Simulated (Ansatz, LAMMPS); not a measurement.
# A frame of aqueous Zn2+ and Br-, 2.1 mol of salt per kg of water from 300 K (81 atoms): where an added charge goes

Does an extra electron or hole in a frame of aqueous Zn2+ and Br-, 2.1 mol of salt per kg of water from 300 K (81 atoms) stay spread out, or do the atoms trap it?

Main program and level: Ansatz 0.2.0; Kohn-Sham DFT, PBE+D4, PAW (set soft_2), plane waves.

## (1) The structure

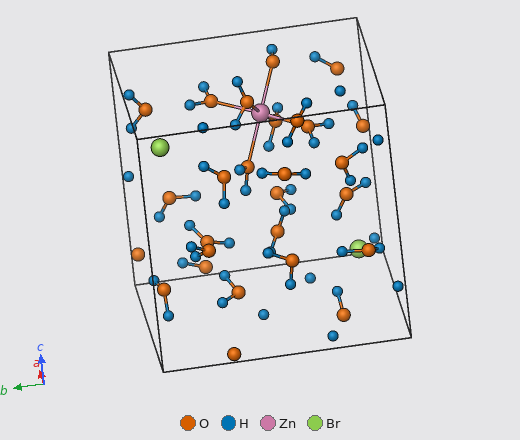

Start, viewed from a free direction; oxygen orange, hydrogen blue, zinc pink, bromine green. Bonds to atoms that aren't drawn are left out. Some periodic images of atoms are drawn too.

The cell holds 81 atoms: 26 O, 52 H, 1 Zn and 2 Br. Its edges and angles: a = 9.404 Å, b = 9.404 Å, c = 9.404 Å, α = 90.0°, β = 90.0°, γ = 90.0°. 26 H2O, 1 Zn2+, 2 Br- placed at random, at 1.39 g/cm³; overlaps pushed apart, then 10 ps at 420 K with divalent ions of Li, Roberts, Chakravorty and Merz (J. Chem. Theory Comput. 9, 2733 (2013)); Joung-Cheatham ions (J. Phys. Chem. B 112, 9020 (2008)); SPC/E water (Berendsen, Grigera and Straatsma, J. Phys. Chem. 91, 6269 (1987)); charges of ions scaled by 0.85. Snapshot after 20 ps at 300 K and fixed volume.

What the set-up can't give: The network of contacts between molecules at the start is that of the classical potential that made the cell, and needn't be the one that DFT or experiment would give. Sampling is at Γ alone, for a cell whose shortest periodic width is 9 Å. The liquid is relaxed first, so the results are those of a frozen frame at zero temperature.

## (2) Single point at the start

The forces at the start show how far the geometry lies from a minimum of this functional.

input.yaml

```yaml
crystal:
  lattice:
    - [9.40369, 0.0, 0.0]
    - [0.0, 9.40369, 0.0]
    - [0.0, 0.0, 9.40369]
  atoms:
    - { symbol: O, position: [0.13285, 0.41968, 0.71516] }
    - { symbol: H, position: [0.19708, 0.50409, 0.70762] }
    - { symbol: H, position: [0.18513, 0.33247, 0.68401] }
    - { symbol: O, position: [0.76356, 0.04067, 0.62989] }
    - { symbol: H, position: [0.84774, 0.06634, 0.68959] }
    - { symbol: H, position: [0.79645, 0.99147, 0.54154] }
    - { symbol: O, position: [0.58297, 0.27342, 0.7297] }
    - { symbol: H, position: [0.48288, 0.26264, 0.69544] }
    - { symbol: H, position: [0.63756, 0.18475, 0.70813] }
    - { symbol: O, position: [0.96241, 0.97655, 0.14237] }
    - { symbol: H, position: [0.01036, 0.0292, 0.22134] }
    - { symbol: H, position: [0.88495, 0.03685, 0.10146] }
    - { symbol: O, position: [0.32043, 0.23475, 0.01287] }
    - { symbol: H, position: [0.39636, 0.24363, 0.08679] }
    - { symbol: H, position: [0.33732, 0.14711, 0.95506] }
    - { symbol: O, position: [0.98957, 0.10046, 0.80002] }
    - { symbol: H, position: [0.07121, 0.03825, 0.82782] }
    - { symbol: H, position: [0.98537, 0.18456, 0.86496] }
    - { symbol: O, position: [0.59009, 0.5297, 0.59104] }
    - { symbol: H, position: [0.60549, 0.54679, 0.48722] }
    - { symbol: H, position: [0.49568, 0.56926, 0.61985] }
    - { symbol: O, position: [0.75753, 0.63309, 0.82671] }
    - { symbol: H, position: [0.85963, 0.64839, 0.8522] }
    - { symbol: H, position: [0.70299, 0.72285, 0.84341] }
    - { symbol: O, position: [0.48495, 0.15746, 0.45837] }
    - { symbol: H, position: [0.51072, 0.20418, 0.36638] }
    - { symbol: H, position: [0.54604, 0.07163, 0.47287] }
    - { symbol: O, position: [0.50762, 0.50889, 0.89806] }
    - { symbol: H, position: [0.48646, 0.54007, 0.9975] }
    - { symbol: H, position: [0.45335, 0.56952, 0.8296] }
    - { symbol: O, position: [0.34699, 0.64552, 0.65625] }
    - { symbol: H, position: [0.32011, 0.72343, 0.72345] }
    - { symbol: H, position: [0.29781, 0.66048, 0.56315] }
    - { symbol: O, position: [0.90826, 0.83108, 0.38355] }
    - { symbol: H, position: [0.94618, 0.87649, 0.29518] }
    - { symbol: H, position: [0.91476, 0.72531, 0.37464] }
    - { symbol: O, position: [0.84944, 0.37918, 0.66973] }
    - { symbol: H, position: [0.95266, 0.35771, 0.68361] }
    - { symbol: H, position: [0.83425, 0.41865, 0.57216] }
    - { symbol: O, position: [0.28712, 0.17571, 0.67029] }
    - { symbol: H, position: [0.26746, 0.08862, 0.72807] }
    - { symbol: H, position: [0.32562, 0.14729, 0.57532] }
    - { symbol: O, position: [0.53576, 0.44386, 0.32163] }
    - { symbol: H, position: [0.50387, 0.40949, 0.41708] }
    - { symbol: H, position: [0.45352, 0.48778, 0.27048] }
    - { symbol: O, position: [0.15994, 0.42607, 0.33493] }
    - { symbol: H, position: [0.17222, 0.44291, 0.23065] }
    - { symbol: H, position: [0.14935, 0.51934, 0.3849] }
    - { symbol: O, position: [0.64972, 0.90508, 0.87074] }
    - { symbol: H, position: [0.67875, 0.96741, 0.78961] }
    - { symbol: H, position: [0.62198, 0.96553, 0.95372] }
    - { symbol: O, position: [0.83957, 0.40676, 0.36731] }
    - { symbol: H, position: [0.75044, 0.36672, 0.32534] }
    - { symbol: H, position: [0.92179, 0.34414, 0.34225] }
    - { symbol: O, position: [0.00257, 0.71047, 0.03413] }
    - { symbol: H, position: [0.97113, 0.80246, 0.07725] }
    - { symbol: H, position: [0.09032, 0.72661, 0.97627] }
    - { symbol: O, position: [0.12282, 0.12104, 0.34821] }
    - { symbol: H, position: [0.21082, 0.07065, 0.31621] }
    - { symbol: H, position: [0.14083, 0.22582, 0.35053] }
    - { symbol: O, position: [0.19798, 0.75028, 0.41115] }
    - { symbol: H, position: [0.13768, 0.82219, 0.46117] }
    - { symbol: H, position: [0.27886, 0.79941, 0.36265] }
    - { symbol: O, position: [0.65839, 0.71876, 0.27142] }
    - { symbol: H, position: [0.70247, 0.6284, 0.23676] }
    - { symbol: H, position: [0.73108, 0.7757, 0.32418] }
    - { symbol: O, position: [0.32414, 0.93634, 0.22455] }
    - { symbol: H, position: [0.42652, 0.96475, 0.22904] }
    - { symbol: H, position: [0.29274, 0.93286, 0.12301] }
    - { symbol: O, position: [0.77531, 0.369, 0.95028] }
    - { symbol: H, position: [0.88057, 0.35938, 0.9619] }
    - { symbol: H, position: [0.72616, 0.32114, 0.03152] }
    - { symbol: O, position: [0.05928, 0.35093, 0.96192] }
    - { symbol: H, position: [0.0821, 0.39748, 0.86908] }
    - { symbol: H, position: [0.14517, 0.29957, 0.99788] }
    - { symbol: O, position: [0.39474, 0.6364, 0.14171] }
    - { symbol: H, position: [0.31841, 0.71029, 0.137] }
    - { symbol: H, position: [0.48138, 0.6778, 0.1874] }
    - { symbol: Zn, position: [0.67576, 0.44774, 0.77944] }
    - { symbol: Br, position: [0.64458, 0.12113, 0.15789] }
    - { symbol: Br, position: [0.24914, 0.89368, 0.85623] }
kpoints:
  mp_grid: { grid: [1, 1, 1] }
hamiltonian:
  xc: pbe
  dispersion: d4
scf:
  occupations: { method: fixed }
output:
  forces: true
```

The run is started by

```console
ansatz run input.yaml --threads 4 --pin off --max-ram 8192MiB --backend cpu --events-out ev --progress --plain --runs-dir out
```

Numbers of over 12 decimals in the logs are rounded to 6 here.

The log of the run:

```text
Engine: ansatz 0.2.0, x86_64-unknown-linux-gnu
Pseudopotentials: kind: paw
Pseudopotential: O, paw, valence charge 6, recommended cutoff 420 eV (normal), O.paw.azcp
Pseudopotential: H, paw, valence charge 1, recommended cutoff 420 eV (normal), H.paw.azcp
Pseudopotential: Zn, paw, valence charge 12, recommended cutoff 420 eV (normal), Zn.paw.azcp
Pseudopotential: Br, paw, valence charge 7, recommended cutoff 420 eV (normal), Br.paw.azcp
[... 5 lines on functional and potentials left out ...]
Crystal: 81 atoms, lattice volume = 831.563 Å³
Basis set: ecut = 420 eV, 16279 PW (Γ), exchange–correlation on 128×128×128 points (8 copies of the dense FFT grid, shifted against one another)
Bands: 198, of which v1, the nominal top of the filled ones, is band 117 counted from 1 (116 counted from 0)
Symmetry: 1 space group operations
Space group: P1 (ITA 1), of the structure as read, at distance tolerance 9.4e-5 Å
k-points: 1
[... 9 lines on functional and potentials left out ...]
Initial density: superposition of atomic densities (neutral atoms: chi_scale 0, normalization atom), corrected by the library's trained network
Initial wavefunctions: pseudopotential atomic-orbital guess
Functional: x = pbe(κ = 0.804, μ = 0.219515), c = pbe(β = 0.066725)
SCF iter   1: F=—  HF=-24478.290611 eV  |F-HF|=—  |Δ(HF+E_count)|=         —  Δρ=2.92e-3  dr2=8.26e-2  ethr=1.77e-3  ⟨swp⟩=5.0  Hψ=655  notcnv=0  defer=78
preconditioner: auto → Resta (q_TF=auto, 2.209 Å⁻¹)  ε∞=2.3  [insulator: Δε(μ)=3.723 eV  Ē_g=17.278 eV  n_scr=146 (ndim 8)  ℏωp=19.7 eV  f_vac=0.232  ε∞_Penn≈2.3]
SCF iter   2: F=—  HF=-24478.251084 eV  |F-HF|=—  |Δ(HF+E_count)|=   3.95e-2  Δρ=1.38e-3  dr2=1.62e-2  ethr=3.53e-5  ⟨swp⟩=2.0  Hψ=297  notcnv=0  defer=79
SCF iter   3: F=—  HF=-24478.239055 eV  |F-HF|=—  |Δ(HF+E_count)|=   1.20e-2  Δρ=6.02e-4  dr2=4.22e-3  ethr=6.91e-6  ⟨swp⟩=2.0  Hψ=215  notcnv=0  defer=29
automatic band count: iteration 3 solves 148 bands in place of 198: the levels show a gap, and the empty bands left out lie too high to hold charge; the band table lists the bands solved (type scf.n_extra_bands for more)
SCF iter   4: F=—  HF=-24478.237697 eV  |F-HF|=—  |Δ(HF+E_count)|=   1.36e-3  Δρ=2.27e-4  dr2=3.91e-4  ethr=1.81e-6  ⟨swp⟩=2.0  Hψ=215  notcnv=0  defer=29
SCF iter   5: F=—  HF=-24478.237678 eV  |F-HF|=—  |Δ(HF+E_count)|=   1.90e-5  Δρ=1.15e-4  dr2=8.94e-5  ethr=1.67e-7  ⟨swp⟩=3.0  Hψ=210  notcnv=0  defer=29
SCF iter   6: F=—  HF=-24478.238730 eV  |F-HF|=—  |Δ(HF+E_count)|=   1.05e-3  Δρ=3.13e-5  dr2=7.17e-6  ethr=3.82e-8  ⟨swp⟩=2.0  Hψ=235  notcnv=0  defer=27
SCF iter   7: F=—  HF=-24478.238733 eV  |F-HF|=—  |Δ(HF+E_count)|=   2.96e-6  Δρ=1.32e-5  dr2=1.07e-6  ethr=3.06e-9  ⟨swp⟩=2.0  Hψ=241  notcnv=0  defer=28
SCF iter   8: F=—  HF=-24478.238733 eV  |F-HF|=—  |Δ(HF+E_count)|=   3.27e-7  Δρ=4.55e-6  dr2=1.46e-7  ethr=4.57e-10  ⟨swp⟩=2.0  Hψ=239  notcnv=0  defer=28
SCF iter   9: F=-24478.238733 eV  HF=-24478.238733 eV  |F-HF|=5.49e-9  |Δ(HF+E_count)|=   5.01e-8  Δρ=1.06e-6  dr2=9.18e-9  ethr=4.27e-11  ⟨swp⟩=4.0  Hψ=469  notcnv=0
SCF 1 converged in 9 iterations: F = -24478.238733 eV  dr2 = 9.18e-9
  greatest PAW one-centre occupation: 0.994 electrons in one spin orbital (limit 2), on the Zn atom at site 78 (counted from 0), in its partial waves of l = 2
SCF converged after 9 iterations
Free energy (F): -24478.238733 eV
Harris-Foulkes:  -24478.238733 eV  (|F-HF|=5.49e-9)
Internal energy: -24478.238733 eV  (E = F + TS)
E sigma→0 (E₀):  -24478.238733 eV
Fermi energy:    -1.347558 eV
--- Per-component energies (eV) ---
  E_band       = -2031.719739
  E_kinetic    = 5648.294577
  E_local      = -20493.036992  (includes V_loc(G=0)·N_el)
  E_nonlocal   = 2103.103752
  E_hartree    = 7697.033337
  E_xc         = -3023.106436
  E_vxc        = -3271.421697  (∫ρ·V_xc dr)
  E_paw        = -10481.218655  (= ΣΔE_a)
  E_vpaw       = -1412.733858  (= ΣTr[D̂ρ^β])
  E_aug_tail   = 0.004311  (compensation charges beyond the density's cutoff)
  E_ewald      = -5926.310190
  E_disp       = -3.002437  (pairwise vdW)
  E_smearing   = -0.000000  (= −TS)
  E_closure    = -0.000000  (closes the sum)
  Σ components = -24478.238733   (vs F -24478.238733, Δ=0.00e0)
--- Forces (eV/Å), atoms counted from 1 ---
  atom   1  O      0.61248754     0.69843889    -0.76681094
  atom   2  H     -0.28679676    -0.85137984    -0.14551097
  atom   3  H      0.27342722     0.13138344     0.26677762
  atom   4  O     -0.08744037    -0.31423653    -0.57703205
  atom   5  H      0.32451723    -0.22628015    -0.38775722
  atom   6  H     -0.04797927     0.51891179     1.17808414
  atom   7  O     -1.08304185    -1.95510552    -0.29585883
  atom   8  H      0.84085564    -0.33038726     0.39670889
  atom   9  H     -0.48736776     0.83952623    -0.30984637
  atom  10  O     -0.01718768     0.41086313    -0.00304825
  atom  11  H     -0.10065527     0.67548444    -0.64022928
  atom  12  H      0.49910639    -0.50437414     0.77308673
  atom  13  O      0.34385129    -0.44608502     0.24019857
  atom  14  H     -0.49882069    -0.57861147    -1.06059573
[...]
atom  80  Br    -0.20387868     0.07089226    -0.03226484
  atom  81  Br     0.27555434    -0.14415354     0.35782658
  max |Σ_I F_I| component: 5.14e-5 eV/Å
```

Wall time 4.6 s (4 threads of Intel Xeon 6975P-C (Granite Rapids), shared host); peak memory 0.91 GiB.

The r.m.s. force at the start is 0.59 eV/Å.

## (3) Relaxation

The atoms are relaxed in the fixed cell, aiming at the force tolerance of the input.

input.yaml

```yaml
crystal:
  lattice:
    - [9.40369, 0.0, 0.0]
    - [0.0, 9.40369, 0.0]
    - [0.0, 0.0, 9.40369]
  atoms:
    [... the 81 atom lines of step 2 ...]
kpoints:
  mp_grid: { grid: [1, 1, 1] }
hamiltonian:
  xc: pbe
  dispersion: d4
scf:
  occupations: { method: fixed }
output:
  forces: true
relax:
  f_tol: 0.06
  max_steps: 150
```

The log of the run:

```text
[...]
Crystal: 81 atoms, lattice volume = 831.563 Å³
Basis set: ecut = 420 eV, 16279 PW (Γ), exchange–correlation on 128×128×128 points (8 copies of the dense FFT grid, shifted against one another)
Bands: 198, of which v1, the nominal top of the filled ones, is band 117 counted from 1 (116 counted from 0)
Symmetry: 1 space group operations
[...]
k-points: 1
[...]
SCF iter   1: F=—  HF=-24478.290611 eV  |F-HF|=—  |Δ(HF+E_count)|=         —  Δρ=2.92e-3  dr2=8.26e-2  ethr=1.77e-3  ⟨swp⟩=5.0  Hψ=655  notcnv=0  defer=78
[...]
SCF iter   6: F=-24478.238732 eV  HF=-24478.238730 eV  |F-HF|=2.16e-6  |Δ(HF+E_count)|=   1.61e-5  Δρ=3.16e-5  dr2=7.24e-6  ethr=3.82e-8  ⟨swp⟩=4.0  Hψ=450  notcnv=0
SCF 1 converged in 6 iterations: F = -24478.238732 eV  dr2 = 7.24e-6
[...]
relax step   1: F+E_penalty+E_count = -24478.23873178 eV  Δ(F+E_penalty+E_count) = +0.000e0 eV  max|allowed force component| = 1.955e0 eV/Å  Δτ_max = 0.0000 Å  (6 SCF iters, dr2 threshold 9.00e-5 eV, accepted)
[... from here on, the SCF cycles and remarks between the steps are left out ...]
relax step   2: F+E_penalty+E_count = -24480.55640034 eV  Δ(F+E_penalty+E_count) = -2.318e0 eV  max|allowed force component| = 1.607e0 eV/Å  Δτ_max = 0.1949 Å  (7 SCF iters, dr2 threshold 1.00e-4 eV, accepted)
relax step   3: F+E_penalty+E_count = -24481.36354506 eV  Δ(F+E_penalty+E_count) = -8.071e-1 eV  max|allowed force component| = 1.803e0 eV/Å  Δτ_max = 0.1936 Å  (6 SCF iters, dr2 threshold 1.00e-4 eV, accepted)
relax step   4: F+E_penalty+E_count = -24481.80275889 eV  Δ(F+E_penalty+E_count) = -4.392e-1 eV  max|allowed force component| = 1.099e0 eV/Å  Δτ_max = 0.1951 Å  (6 SCF iters, dr2 threshold 1.00e-4 eV, accepted)
relax step   5: F+E_penalty+E_count = -24482.08684358 eV  Δ(F+E_penalty+E_count) = -2.841e-1 eV  max|allowed force component| = 1.704e0 eV/Å  Δτ_max = 0.1956 Å  (6 SCF iters, dr2 threshold 1.00e-4 eV, accepted)
relax step   6: F+E_penalty+E_count = -24482.34153318 eV  Δ(F+E_penalty+E_count) = -2.547e-1 eV  max|allowed force component| = 1.420e0 eV/Å  Δτ_max = 0.1987 Å  (6 SCF iters, dr2 threshold 1.00e-4 eV, accepted)
relax step   7: F+E_penalty+E_count = -24482.51901021 eV  Δ(F+E_penalty+E_count) = -1.775e-1 eV  max|allowed force component| = 2.602e0 eV/Å  Δτ_max = 0.1951 Å  (6 SCF iters, dr2 threshold 1.00e-4 eV, accepted)
relax step   8: F+E_penalty+E_count = -24482.76755422 eV  Δ(F+E_penalty+E_count) = -2.485e-1 eV  max|allowed force component| = 1.704e0 eV/Å  Δτ_max = 0.2000 Å  (6 SCF iters, dr2 threshold 1.00e-4 eV, accepted)
relax step   9: F+E_penalty+E_count = -24482.98423563 eV  Δ(F+E_penalty+E_count) = -2.167e-1 eV  max|allowed force component| = 4.953e-1 eV/Å  Δτ_max = 0.1933 Å  (6 SCF iters, dr2 threshold 1.00e-4 eV, accepted)
relax step  10: F+E_penalty+E_count = -24483.06673318 eV  Δ(F+E_penalty+E_count) = -8.250e-2 eV  max|allowed force component| = 3.558e-1 eV/Å  Δτ_max = 0.2000 Å  (7 SCF iters, dr2 threshold 2.07e-5 eV, accepted)
relax step  11: F+E_penalty+E_count = -24483.10304055 eV  Δ(F+E_penalty+E_count) = -3.631e-2 eV  max|allowed force component| = 9.325e-1 eV/Å  Δτ_max = 0.1944 Å  (7 SCF iters, dr2 threshold 1.07e-5 eV, accepted)
relax step  12: F+E_penalty+E_count = -24483.19597793 eV  Δ(F+E_penalty+E_count) = -9.294e-2 eV  max|allowed force component| = 6.154e-1 eV/Å  Δτ_max = 0.2000 Å  (5 SCF iters, dr2 threshold 1.00e-4 eV, accepted)
relax step  13: F+E_penalty+E_count = -24483.28819647 eV  Δ(F+E_penalty+E_count) = -9.222e-2 eV  max|allowed force component| = 7.431e-1 eV/Å  Δτ_max = 0.1963 Å  (5 SCF iters, dr2 threshold 1.00e-4 eV, accepted)
relax step  14: F+E_penalty+E_count = -24483.37546517 eV  Δ(F+E_penalty+E_count) = -8.727e-2 eV  max|allowed force component| = 7.633e-1 eV/Å  Δτ_max = 0.1961 Å  (6 SCF iters, dr2 threshold 1.00e-4 eV, accepted)
relax step  15: F+E_penalty+E_count = -24483.46401886 eV  Δ(F+E_penalty+E_count) = -8.855e-2 eV  max|allowed force component| = 8.517e-1 eV/Å  Δτ_max = 0.1923 Å  (6 SCF iters, dr2 threshold 1.00e-4 eV, accepted)
relax step  16: F+E_penalty+E_count = -24483.54375747 eV  Δ(F+E_penalty+E_count) = -7.974e-2 eV  max|allowed force component| = 3.585e-1 eV/Å  Δτ_max = 0.2000 Å  (6 SCF iters, dr2 threshold 1.00e-4 eV, accepted)
relax step  17: F+E_penalty+E_count = -24483.58404350 eV  Δ(F+E_penalty+E_count) = -4.029e-2 eV  max|allowed force component| = 3.850e-1 eV/Å  Δτ_max = 0.1970 Å  (6 SCF iters, dr2 threshold 2.28e-5 eV, accepted)
relax step  18: F+E_penalty+E_count = -24483.61288780 eV  Δ(F+E_penalty+E_count) = -2.884e-2 eV  max|allowed force component| = 4.471e-1 eV/Å  Δτ_max = 0.1994 Å  (6 SCF iters, dr2 threshold 2.63e-5 eV, accepted)
relax step  19: F+E_penalty+E_count = -24483.63370287 eV  Δ(F+E_penalty+E_count) = -2.082e-2 eV  max|allowed force component| = 4.080e-1 eV/Å  Δτ_max = 0.1989 Å  (5 SCF iters, dr2 threshold 1.00e-4 eV, accepted)
relax step  20: F+E_penalty+E_count = -24483.65053595 eV  Δ(F+E_penalty+E_count) = -1.683e-2 eV  max|allowed force component| = 3.756e-1 eV/Å  Δτ_max = 0.1746 Å  (6 SCF iters, dr2 threshold 1.00e-4 eV, accepted)
relax step  21: F+E_penalty+E_count = -24483.65856434 eV  Δ(F+E_penalty+E_count) = -8.028e-3 eV  max|allowed force component| = 1.089e-1 eV/Å  Δτ_max = 0.1122 Å  (6 SCF iters, dr2 threshold 1.00e-4 eV, accepted)
relax step  22: F+E_penalty+E_count = -24483.66205008 eV  Δ(F+E_penalty+E_count) = -3.486e-3 eV  max|allowed force component| = 1.829e-1 eV/Å  Δτ_max = 0.0751 Å  (8 SCF iters, accepted)
relax step  23: F+E_penalty+E_count = -24483.66736629 eV  Δ(F+E_penalty+E_count) = -5.316e-3 eV  max|allowed force component| = 3.995e-2 eV/Å  Δτ_max = 0.0375 Å  (7 SCF iters, accepted)
SCF converged after 7 iterations
Free energy (F): -24483.667366 eV
[...]
Internal energy: -24483.667366 eV  (E = F + TS)
E sigma→0 (E₀):  -24483.667366 eV
Fermi energy:    -1.334736 eV
[...]
Σ components = -24483.667366   (vs F -24483.667366, Δ=0.00e0)
--- Forces (eV/Å), atoms counted from 1 ---
  atom   1  O     -0.00781447    -0.00295610     0.00077787
  atom   2  H      0.00446611     0.00113431    -0.00057738
  atom   3  H      0.00067290     0.00253525     0.00000439
  atom   4  O     -0.00902796     0.01764330    -0.00209329
[...]
atom  81  Br     0.00533067    -0.00435393     0.00090177
  max |Σ_I F_I| component: 2.12e-5 eV/Å
--- Relaxed structure (23 steps of the walk, 23 accepted, 0 SCFs on fresh bases) ---
  F+E_penalty+E_count = -24483.66736629 eV   max|allowed force component| = 3.995e-2 eV/Å
  atoms:
    - { symbol: O, position: [0.144157, 0.417416, 0.700029] }
    - { symbol: H, position: [0.201984, 0.502750, 0.675295] }
    - { symbol: H, position: [0.206110, 0.334435, 0.678123] }
    - { symbol: O, position: [0.755930, 0.044430, 0.652736] }
[...]
- { symbol: Br, position: [0.236011, 0.897398, 0.852981] }
```

Elapsed: 97 s, on 4 threads; peak memory 0.91 GiB; 5.5 min of CPU time.

The relaxation converged after 23 steps, 5.43 eV below its start, with a largest force component of 0.040 eV/Å.

(Continued in part 2 of 5.)

[Logs are printed without paths, hosts, clocks, repeated set-up lines and the standing remarks that a program may print on its own settings, such as how far it seeks lower states.]

[Hosts, paths, dates, database ids (printed as entryN), source tags and the programs' standing remarks are cut or masked in the printed files.]
